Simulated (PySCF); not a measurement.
Consider BeS (charge +1, doublet).

| atom | x (Å) | y (Å) | z (Å) |
| --- | --- | --- | --- |
| Be | 0.0000 | 0.0000 | -1.4448 |
| S | 0.0000 | 0.0000 | 0.4072 |

All numbers below come from PySCF, PBE0/pcseg-1, non-relativistic, at a bond length of 1.852 Å.

Q: Predict the electron density, electron localisation function and spin density between the atoms.

A: Be–S (1.85 Å): the density is about 0.97 e/Å³ at the midpoint; the ELF peaks at about 0.90 in the valence shell of S, 0.9 Å from its nucleus, and is about 0.90 at the midpoint.
The unpaired spin (1 electron) lies mostly on S2 (about 0.9) and Be1 (about 0.1), in electrons by Hirshfeld's partition.

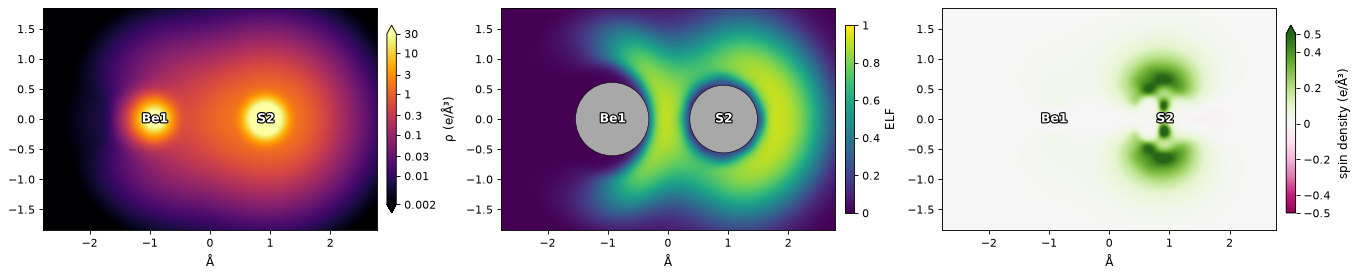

Computed electron density, electron localisation function and spin density on a plane that holds the molecular axis, in this order. Grey discs cover the atomic cores in the ELF map. 
